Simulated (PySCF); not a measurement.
**B₃H₁₄P₃Si (SMILES [SiH3][BH-]1[PH2+][BH2-][PH2+][BH2-][PH2+]1): density, localisation and related maps**

The calculation's input:

```
{"job": {"kind": "nmr", "xc": "PBE0", "basis": "pcSseg-1"}, "charge": 0, "multiplicity": 1}
P     -0.339082     1.284152     1.200495
B      1.109660     1.768998     0.001259
P      2.222556     0.196521    -0.246326
B      1.357745    -1.475539    -0.725095
P     -0.098666    -1.760571     0.526660
B     -1.356144    -0.312301     0.792197
Si    -2.409439    -0.020740    -0.914546
H      0.120017     1.245103     2.544638
H     -1.233828     2.376926     1.292724
H      1.751554     2.698216     0.447828
H      0.587404     1.979190    -1.078598
H      3.059890     0.007083     0.884194
H      3.207310     0.489871    -1.218792
H      0.832268    -1.280109    -1.806199
H      2.142714    -2.401917    -0.699092
H      0.402261    -2.214982     1.776286
H     -0.817846    -2.913831     0.131280
H     -2.117457    -0.574988     1.703960
H     -3.413925     1.078234    -0.725131
H     -3.167808    -1.264698    -1.276170
H     -1.582866     0.346973    -2.108884
```

Run with:

```sh
OMP_NUM_THREADS=1 python cluster_run.py task.json out
```

Geometry: PBE0-D3(BJ)/def2-SVP.

The calculation used PySCF 2.14.0, PBE0/pcSseg-1, SCF density, gas phase, non-relativistic.

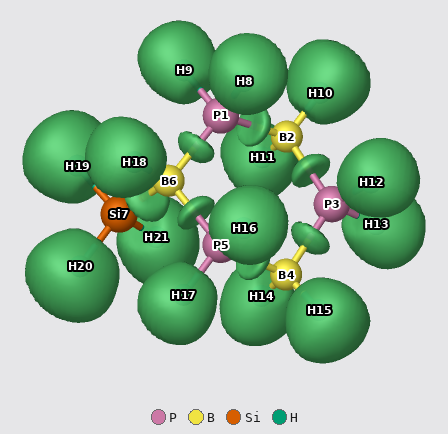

Figure 1. Isosurface of the electron localisation function at 0.9 (green), seen at a tilt. Core shells and regions of very low density are left out.

**What do the ELF domains correspond to?**

At this value the surface marks out six regions between bonded B–P atoms (shared pairs), one region between bonded B–Si atoms (shared pairs) and 14 regions around hydrogen nuclei.


B–P (1.94 Å): the ELF peaks at about 0.95 between the atoms; a shared electron pair. Si–B (2.03 Å): the ELF peaks at about 1 between the atoms, as expected for a shared electron pair.

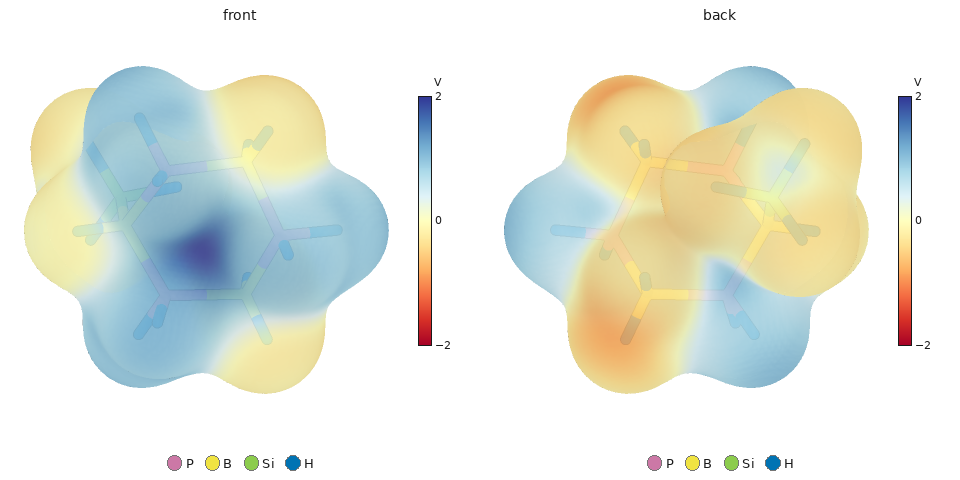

Figure 2. The electrostatic potential painted on the density surface at 0.002 e/bohr³, seen from the front and from behind; the colour scale runs from red (negative) to blue (positive).

**Where is the surface potential most negative and most positive?**

The most negative region (about −0.8 V, or −18 kcal/mol for a unit charge) lies over H15, the most positive (about +1.8 V, or +42 kcal/mol for a unit charge) over P1, P3 and P5.

**What dipole moment does the calculation give?**

Its dipole moment is 3.30 D.

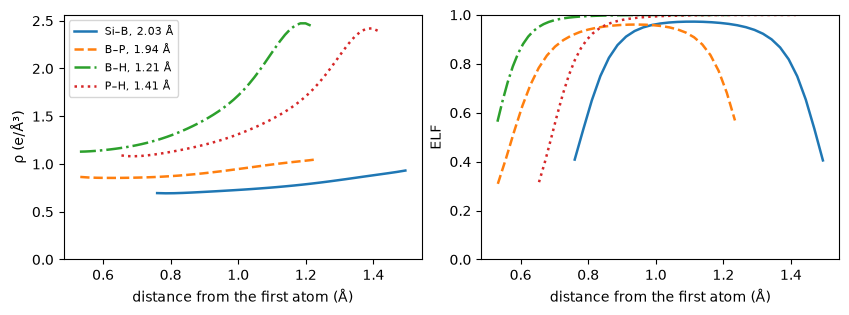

Figure 3. Total electron density and ELF along straight lines between neighbouring atoms. The curves leave out the atomic cores.

**Compare the contacts.**

Si–B (2.03 Å): ρ at the midpoint is about 0.73 e/Å³; the ELF peaks at about 1 between the atoms; a covalent bond.
B–P (1.94 Å): ρ at the midpoint is about 0.93 e/Å³; the ELF peaks at about 0.95 between the atoms: a shared electron pair.
B–H (1.21 Å): ρ is about 1.1 e/Å³ halfway; the ELF climbs to about 1 towards the hydrogen, as it does in any bond to H (an ordinary covalent bond to hydrogen).
P–H (1.41 Å): ρ is about 1.1 e/Å³ halfway; the ELF climbs to about 1 towards the hydrogen.
